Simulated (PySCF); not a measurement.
**C4H5FO: electronic excitations at several levels of theory**

Aim: compute the electronic excitations of C4H5FO (`COC1=C[C@@H]1F`) at several levels, and see how far they spread and what each costs.

Programs: PySCF 2.14.0, with density-fitted response routines of our own. Each step states its level of theory. These are calculated values for one molecule in the gas phase, unless marked as measured. Atoms are numbered from 0 throughout.

## Step 1: The starting structure

11 atoms, charge 0, multiplicity 1; geometry from: GFN2-xTB. The atoms were then displaced at random by about 0.01 Å, so the start is not that level's minimum.

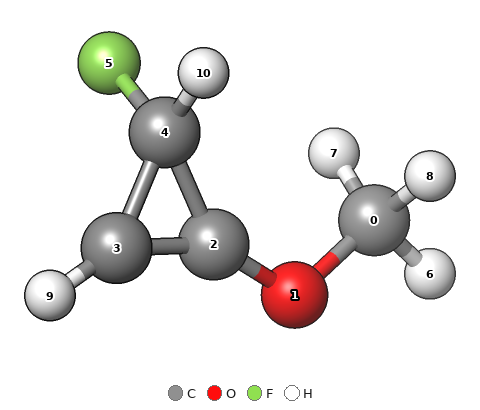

As it starts; carbon grey, oxygen red, fluorine green, hydrogen white, atoms numbered.

## Step 2: Optimising the geometry at PBE0-D3(BJ)/def2-SVP

What the job is given:

```
{"job": {"xc": "PBE0", "basis": "def2-SVP", "d3": "d3bj", "grid": 1, "shake": 0.01, "kind": "geom"}, "charge": 0, "multiplicity": 1}
C     -1.747870     0.217380    -0.289380
O     -0.761190    -0.538060    -0.923100
C      0.433650    -0.404260    -0.428890
C      1.762730    -0.703960    -0.411740
C      1.265080     0.249150     0.612310
F      1.116920    -0.177120     1.937700
H     -2.699750    -0.084070    -0.731550
H     -1.766970     0.076030     0.780050
H     -1.620350     1.314060    -0.468380
H      2.541150    -1.281700    -0.760730
H      1.514700     1.306730     0.668040
```

Started as:

```
$ OMP_NUM_THREADS=1 python probes_run.py task.json out
```

One launch serves the whole session: the jobs run in the order shown.

Standard output:

```text
step   0  E = -329.78463656  max force = 0.094903
step   1  E = -329.79072271  max force = 0.015044
step   2  E = -329.79221826  max force = 0.006318
step   3  E = -329.79240155  max force = 0.004062
step   4  E = -329.79245817  max force = 0.001754
step   5  E = -329.79248254  max force = 0.001647
step   6  E = -329.79249267  max force = 0.001164
step   7  E = -329.79250345  max force = 0.000357
optimisation converged
```

Wall time 30 s (1 thread of Arm Neoverse V2, shared host); peak memory 0.45 GiB.

Along the way:

```
step  energy from step 0 (eV)  largest force component (eV/Å)
   0                   0.0000                          4.8801
   1                  -0.1656                          0.7736
   2                  -0.2063                          0.3249
   3                  -0.2113                          0.2089
   4                  -0.2128                          0.0902
   5                  -0.2135                          0.0847
   6                  -0.2138                          0.0599
   7                  -0.2141                          0.0184
```

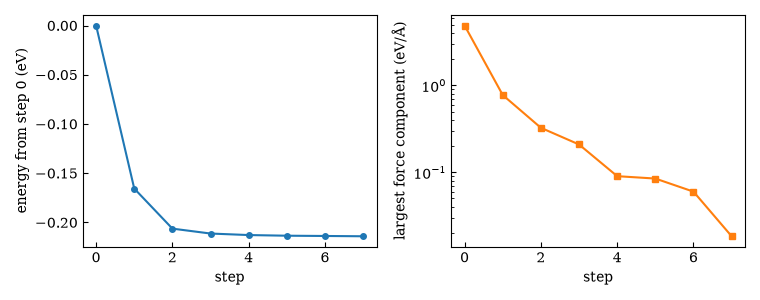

Energy and largest force along the relaxation.

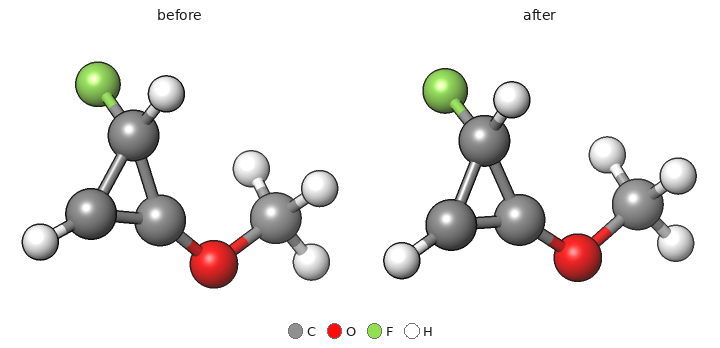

Before and after, at one scale.

Distances of close pairs at the start and the end, largest changes first:

```
 bond  before (Å)  after (Å)  change (Å)
C3–H9       1.030      1.086      +0.056
C2–C3       1.363      1.310      -0.053
C2–C4       1.484      1.455      -0.029
C0–O1       1.395      1.419      +0.024
C0–H7       1.079      1.101      +0.022
C0–H8       1.118      1.101      -0.017
C4–F5       1.400      1.384      -0.016
O1–C2       1.300      1.314      +0.014
```

The end geometry stands in the next job.

```
                         at the end point                value
  point group (found at 0.08 Å tolerance)                   C1
rotational constants (GHz, main isotopes)  6.700, 2.723, 2.091
                        dipole moment (D)                 2.08
```

## Step 3: TDDFT and polarisability: PBE0/def2-TZVP

What the job is given:

```
{"job": {"kind": "uv", "xc": "PBE0", "basis": "def2-TZVP"}, "charge": 0, "multiplicity": 1}
C     -1.760089     0.376489    -0.155794
O     -0.848352    -0.443008    -0.869736
C      0.394486    -0.400377    -0.445537
C      1.628441    -0.827539    -0.547635
C      1.324991     0.126520     0.541804
F      1.242198    -0.327560     1.846180
H     -2.763649     0.115075    -0.511932
H     -1.689436     0.187886     0.926764
H     -1.570364     1.443334    -0.353545
H      2.390375    -1.441821    -1.018571
H      1.692843     1.164477     0.571120
```

Level: TDDFT PBE0/def2-TZVP, vertical, gas phase, core orbitals frozen in the response.

Standard output:

```text
coarse grid: 9616 points
cycle   1  E = -330.1028521094  dE =  1.031e+00  |g| = 6.307e-01  |ddm| = 2.700e+00
cycle   2  E = -330.0407768347  dE =  6.208e-02  |g| = 9.114e-01  |ddm| = 1.238e+00
cycle   3  E = -330.1681381570  dE = -1.274e-01  |g| = 9.524e-02  |ddm| = 7.835e-01
cycle   4  E = -330.1695739308  dE = -1.436e-03  |g| = 4.277e-02  |ddm| = 8.456e-02
cycle   5  E = -330.1699343995  dE = -3.605e-04  |g| = 1.763e-02  |ddm| = 4.262e-02
cycle   6  E = -330.1700051483  dE = -7.075e-05  |g| = 3.789e-03  |ddm| = 1.800e-02
cycle   7  E = -330.1700082436  dE = -3.095e-06  |g| = 7.513e-04  |ddm| = 3.725e-03
final grid: 94504 points
cycle   8  E = -330.1648270231  dE = -5.352e-05  |g| = 9.392e-03  |ddm| = 5.594e-02
cycle   9  E = -330.1648067304  dE =  2.029e-05  |g| = 1.430e-02  |ddm| = 1.243e-02
cycle  10  E = -330.1648426884  dE = -3.596e-05  |g| = 1.708e-03  |ddm| = 8.039e-03
cycle  11  E = -330.1648433031  dE = -6.147e-07  |g| = 4.508e-04  |ddm| = 1.714e-03
cycle  12  E = -330.1648433421  dE = -3.904e-08  |g| = 1.964e-04  |ddm| = 5.184e-04
cycle  13  E = -330.1648433503  dE = -8.176e-09  |g| = 2.452e-05  |ddm| = 1.602e-04
cycle  14  E = -330.1648433504  dE = -1.094e-10  |g| = 7.878e-06  |ddm| = 2.566e-05
converged SCF energy = -330.1648433504

Static polarisability (au): isotropic 49.842, principal 38.674 47.991 62.860

Singlet excitations
state   eV       nm        f      main configurations
  1   6.9226    179.1   0.12998   H->L 0.70, H-1->L 0.23
  2   7.0537    175.8   0.04835   H-1->L 0.73, H->L 0.20
  3   7.3281    169.2   0.02934   H->L+1 0.86, H->L+2 0.08
  4   7.9753    155.5   0.00322   H->L+2 0.88, H->L+1 0.09
  5   8.0643    153.7   0.01310   H-2->L 0.89
  6   8.3765    148.0   0.00342   H->L+3 0.90
  7   8.4006    147.6   0.06889   H-1->L+1 0.81
  8   8.5535    145.0   0.03463   H->L+4 0.96
  9   9.0663    136.8   0.00637   H-1->L+2 0.89
 10   9.2303    134.3   0.01891   H->L+5 0.96

Triplet excitations (Tamm-Dancoff, eV): 4.7985 6.5295 7.0667 7.6409
```

Run time: 30 s. Hardware: 1 thread of Arm Neoverse V2, shared host; peak memory 0.89 GiB.

The orbitals next to the gap, with their largest atomic shares:

```
orbital      eV                      atoms
 HOMO−3  -10.42  O1 25 %, C0 23 %, C2 18 %
 HOMO−2   -9.39  F5 32 %, C3 22 %, C4 16 %
 HOMO−1   -8.29  C4 28 %, F5 22 %, C2 17 %
   HOMO   -7.28  C3 36 %, O1 20 %, C2 19 %
   LUMO    0.53   C3 43 %, C2 34 %, O1 8 %
 LUMO+1    1.31  H8 24 %, C0 17 %, H7 16 %
 LUMO+2    1.98  C0 56 %, C2 11 %, O1 10 %
```

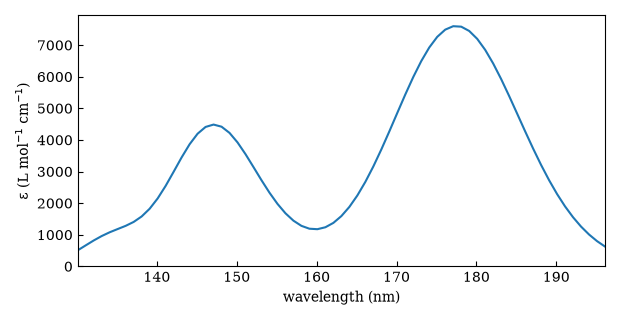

Absorption spectrum: each of the 10 states is a Gaussian band of 0.4 eV half-width at 1/e. Beyond the last state computed it falls off for lack of states.

Further results of this job:

```
           property  computed
  dipole moment (D)      2.07
polarisability (Å³)      7.39
 HOMO–LUMO gap (eV)      7.81
      −ε(HOMO) (eV)      7.28
```

## Step 4: Ultraviolet spectrum: PBE0/aug-cc-pVDZ

Same as in step 3 but for these lines:

```diff
@@ -1,2 +1,2 @@
-{"job": {"kind": "uv", "xc": "PBE0", "basis": "def2-TZVP"}, "charge": 0, "multiplicity": 1}
+{"job": {"kind": "uv", "xc": "PBE0", "basis": "aug-cc-pVDZ"}, "charge": 0, "multiplicity": 1}
 C     -1.760089     0.376489    -0.155794
```

Method: TDDFT PBE0/aug-cc-pVDZ, vertical, gas phase, core orbitals frozen in the response.

Standard output:

```text
coarse grid: 9616 points
cycle   1  E = -330.0092930531  dE =  1.058e+00  |g| = 5.683e-01  |ddm| = 8.432e+00
cycle   2  E = -329.9544005987  dE =  5.489e-02  |g| = 8.224e-01  |ddm| = 1.926e+00
cycle   3  E = -330.0674022173  dE = -1.130e-01  |g| = 8.282e-02  |ddm| = 1.011e+00
cycle   4  E = -330.0685671262  dE = -1.165e-03  |g| = 3.640e-02  |ddm| = 2.328e-01
cycle   5  E = -330.0688472592  dE = -2.801e-04  |g| = 1.467e-02  |ddm| = 1.025e-01
cycle   6  E = -330.0688983981  dE = -5.114e-05  |g| = 3.427e-03  |ddm| = 3.065e-02
cycle   7  E = -330.0689010917  dE = -2.694e-06  |g| = 7.346e-04  |ddm| = 7.852e-03
final grid: 94504 points
cycle   8  E = -330.0748920905  dE = -2.137e-05  |g| = 9.456e-03  |ddm| = 1.225e-01
cycle   9  E = -330.0748710355  dE =  2.106e-05  |g| = 1.441e-02  |ddm| = 4.265e-02
cycle  10  E = -330.0749101038  dE = -3.907e-05  |g| = 1.658e-03  |ddm| = 2.225e-02
cycle  11  E = -330.0749107471  dE = -6.433e-07  |g| = 3.431e-04  |ddm| = 3.152e-03
cycle  12  E = -330.0749107704  dE = -2.334e-08  |g| = 1.412e-04  |ddm| = 8.298e-04
cycle  13  E = -330.0749107747  dE = -4.314e-09  |g| = 1.878e-05  |ddm| = 2.817e-04
cycle  14  E = -330.0749107748  dE = -7.356e-11  |g| = 6.992e-06  |ddm| = 5.627e-05
converged SCF energy = -330.0749107748

Static polarisability (au): isotropic 52.942, principal 41.963 51.012 65.852

Singlet excitations
state   eV       nm        f      main configurations
  1   6.2756    197.6   0.02127   H->L 0.91
  2   6.6445    186.6   0.06746   H->L+1 0.87
  3   6.8051    182.2   0.08300   H->L+2 0.79
  4   6.9365    178.7   0.01515   H->L+3 0.86
  5   6.9756    177.7   0.01489   H-1->L+1 0.58, H-1->L+2 0.28
  6   7.1559    173.3   0.00597   H->L+4 0.68, H->L+5 0.21
  7   7.3347    169.0   0.01844   H-1->L 0.90
  8   7.3875    167.8   0.01487   H->L+5 0.69, H->L+4 0.25
  9   7.6888    161.3   0.01972   H->L+6 0.92
 10   7.8099    158.8   0.03292   H-1->L+2 0.62, H-1->L+1 0.31

Triplet excitations (Tamm-Dancoff, eV): 4.7795 6.1861 6.4956 6.6157
```

Run time: 24 s. Hardware: 1 thread of Arm Neoverse V2, shared host; peak memory 0.8 GiB.

This run: HOMO -7.30 eV, LUMO -0.06 eV; lowest singlet 6.28 eV.

## Step 5: Ultraviolet spectrum: PBE0/def2-TZVPD

Same as in step 4 but for these lines:

```diff
@@ -1,2 +1,2 @@
-{"job": {"kind": "uv", "xc": "PBE0", "basis": "aug-cc-pVDZ"}, "charge": 0, "multiplicity": 1}
+{"job": {"kind": "uv", "xc": "PBE0", "basis": "def2-TZVPD"}, "charge": 0, "multiplicity": 1}
 C     -1.760089     0.376489    -0.155794
```

Level: TDDFT PBE0/def2-TZVPD, vertical, gas phase, core orbitals frozen in the response.

Standard output:

```text
coarse grid: 9616 points
cycle   1  E = -330.1050619691  dE =  1.032e+00  |g| = 6.295e-01  |ddm| = 3.865e+00
cycle   2  E = -330.0399956135  dE =  6.507e-02  |g| = 9.203e-01  |ddm| = 1.501e+00
cycle   3  E = -330.1702206630  dE = -1.302e-01  |g| = 9.533e-02  |ddm| = 6.330e-01
cycle   4  E = -330.1716230654  dE = -1.402e-03  |g| = 4.322e-02  |ddm| = 1.865e-01
cycle   5  E = -330.1719967194  dE = -3.737e-04  |g| = 1.749e-02  |ddm| = 8.434e-02
cycle   6  E = -330.1720664000  dE = -6.968e-05  |g| = 3.992e-03  |ddm| = 2.922e-02
cycle   7  E = -330.1720698117  dE = -3.412e-06  |g| = 8.741e-04  |ddm| = 6.052e-03
final grid: 94504 points
cycle   8  E = -330.1669081547  dE = -5.639e-05  |g| = 9.278e-03  |ddm| = 2.860e-01
cycle   9  E = -330.1668885121  dE =  1.964e-05  |g| = 1.410e-02  |ddm| = 2.349e-02
cycle  10  E = -330.1669234239  dE = -3.491e-05  |g| = 1.714e-03  |ddm| = 1.203e-02
cycle  11  E = -330.1669240404  dE = -6.164e-07  |g| = 4.507e-04  |ddm| = 2.624e-03
cycle  12  E = -330.1669240791  dE = -3.874e-08  |g| = 2.012e-04  |ddm| = 8.983e-04
cycle  13  E = -330.1669240876  dE = -8.532e-09  |g| = 2.482e-05  |ddm| = 3.017e-04
cycle  14  E = -330.1669240877  dE = -1.116e-10  |g| = 7.956e-06  |ddm| = 5.391e-05
converged SCF energy = -330.1669240877

Static polarisability (au): isotropic 52.953, principal 41.901 51.050 65.906

Singlet excitations
state   eV       nm        f      main configurations
  1   6.5052    190.6   0.02370   H->L 0.91
  2   6.7963    182.4   0.13970   H->L+1 0.83
  3   7.0046    177.0   0.01924   H-1->L+1 0.89
  4   7.0770    175.2   0.01319   H->L+2 0.89
  5   7.3660    168.3   0.01880   H->L+3 0.94
  6   7.4950    165.4   0.00862   H->L+4 0.90
  7   7.5691    163.8   0.02668   H-1->L 0.88
  8   7.8066    158.8   0.01783   H->L+5 0.93
  9   8.0252    154.5   0.02474   H-2->L+1 0.90
 10   8.1564    152.0   0.02968   H-1->L+2 0.92

Triplet excitations (Tamm-Dancoff, eV): 4.7799 6.3727 6.5076 6.9132
```

It took 44 s on 1 thread of Arm Neoverse V2, shared host; peak memory 1 GiB.

In short: HOMO -7.32 eV, LUMO 0.27 eV; lowest singlet 6.51 eV.

## Step 6: Excited states and response: PBE0/6-31+G*

Same as in step 5 but for these lines:

```diff
@@ -1,2 +1,2 @@
-{"job": {"kind": "uv", "xc": "PBE0", "basis": "def2-TZVPD"}, "charge": 0, "multiplicity": 1}
+{"job": {"kind": "uv", "xc": "PBE0", "basis": "6-31+G*"}, "charge": 0, "multiplicity": 1}
 C     -1.760089     0.376489    -0.155794
```

With the program's defaults for keys left out, this is: TDDFT PBE0/6-31+G*, vertical, gas phase, core orbitals frozen in the response.

Standard output:

```text
coarse grid: 9616 points
cycle   1  E = -330.0210150858  dE =  1.048e+00  |g| = 5.555e-01  |ddm| = 4.534e+00
cycle   2  E = -329.9724661438  dE =  4.855e-02  |g| = 7.918e-01  |ddm| = 3.399e+00
cycle   3  E = -330.0779189769  dE = -1.055e-01  |g| = 8.207e-02  |ddm| = 1.884e+00
cycle   4  E = -330.0790617591  dE = -1.143e-03  |g| = 3.571e-02  |ddm| = 2.125e-01
cycle   5  E = -330.0793344723  dE = -2.727e-04  |g| = 1.419e-02  |ddm| = 8.667e-02
cycle   6  E = -330.0793827256  dE = -4.825e-05  |g| = 3.157e-03  |ddm| = 3.401e-02
cycle   7  E = -330.0793850281  dE = -2.303e-06  |g| = 7.702e-04  |ddm| = 1.487e-02
final grid: 94504 points
cycle   8  E = -330.0413754108  dE = -1.529e-05  |g| = 9.815e-03  |ddm| = 6.949e-02
cycle   9  E = -330.0413519356  dE =  2.348e-05  |g| = 1.511e-02  |ddm| = 3.009e-02
cycle  10  E = -330.0413947132  dE = -4.278e-05  |g| = 1.626e-03  |ddm| = 1.975e-02
cycle  11  E = -330.0413953460  dE = -6.329e-07  |g| = 3.353e-04  |ddm| = 4.782e-03
cycle  12  E = -330.0413953692  dE = -2.315e-08  |g| = 1.222e-04  |ddm| = 7.302e-04
cycle  13  E = -330.0413953724  dE = -3.189e-09  |g| = 1.825e-05  |ddm| = 1.663e-04
cycle  14  E = -330.0413953725  dE = -6.719e-11  |g| = 7.225e-06  |ddm| = 8.198e-05
converged SCF energy = -330.0413953725

Static polarisability (au): isotropic 49.046, principal 37.995 47.541 61.602

Singlet excitations
state   eV       nm        f      main configurations
  1   6.6160    187.4   0.02637   H->L+1 0.71, H->L+2 0.17, H->L 0.08
  2   6.8160    181.9   0.13709   H->L 0.70, H->L+1 0.15
  3   6.9915    177.3   0.02276   H->L+2 0.75, H->L+1 0.10
  4   7.0532    175.8   0.01951   H-1->L 0.82
  5   7.2765    170.4   0.02095   H->L+3 0.88
  6   7.3692    168.2   0.00701   H->L+4 0.88
  7   7.6838    161.4   0.02862   H-1->L+1 0.75, H-1->L+2 0.09
  8   7.7617    159.7   0.01580   H->L+5 0.92
  9   8.0599    153.8   0.04105   H-2->L 0.45, H-1->L+2 0.38, H-1->L+1 0.09
 10   8.0873    153.3   0.01742   H-1->L+2 0.47, H-2->L 0.43

Triplet excitations (Tamm-Dancoff, eV): 4.8023 6.4683 6.5887 6.8338
```

It took 13 s on 1 thread of Arm Neoverse V2, shared host; peak memory 0.62 GiB.

In short: HOMO -7.31 eV, LUMO 0.40 eV; lowest singlet 6.62 eV.

## Step 7: Run by run: electronic excitations

Excitations and ground-state properties, with basis size and wall time:

```
             run  lowest singlet (eV)  brightest (eV)      f  gap (eV)  α (Å³)  μ (D)  functions  time
  PBE0/def2-TZVP                 6.92            6.92  0.130      7.81    7.39   2.07        216  30 s
PBE0/aug-cc-pVDZ                 6.28            6.81  0.083      7.24    7.85   2.09        183  24 s
 PBE0/def2-TZVPD                 6.51            6.80  0.140      7.59    7.85   2.08        273  44 s
    PBE0/6-31+G*                 6.62            6.82  0.137      7.70    7.27   2.17        118  13 s
```

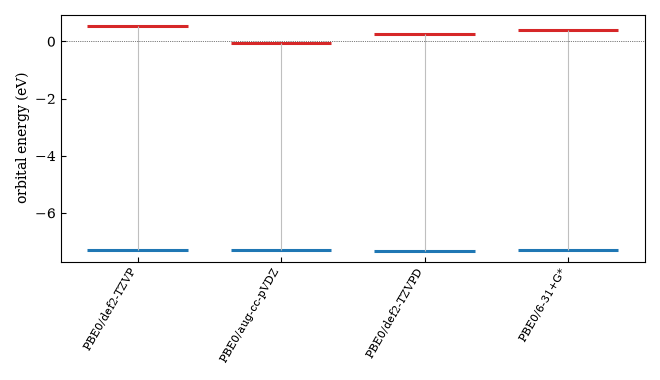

HOMO (blue) and LUMO (red) run by run.

## Step 8: Results

```
                            quantity                        value
                         point group                           C1
rotational constants (main isotopes)         6.70, 2.72, 2.09 GHz
     lowest singlet (PBE0/def2-TZVP)  6.92 eV (179 nm), f = 0.130
                      lowest triplet                      4.80 eV
         range of the lowest singlet              6.28 to 6.92 eV
```

In words: Single values in the summary come from the first run of each kind that ended normally (PBE0/def2-TZVP), which need not be the best level. Relaxing lowered the energy by 0.214 eV in 7 steps; the close pair that moved most is C3–H9, from 1.030 to 1.086 Å. No frequency check was run at this level, so the end point may be a saddle. The first singlet state (HOMO→LUMO 0.70, HOMO−1→LUMO 0.23) lies at 6.92 eV and is bright. The lowest triplet lies 2.12 eV below the lowest singlet (triplets in Tamm-Dancoff, singlets in full TDDFT). The basis of PBE0/def2-TZVP has no diffuse functions, so Rydberg states are missing and the high states are unreliable. The lowest singlet runs from 6.28 eV (PBE0/aug-cc-pVDZ) to 6.92 eV (PBE0/def2-TZVP), while the orbital gap spans 7.24 to 7.81 eV. The lowest state need not be the same one in every run.
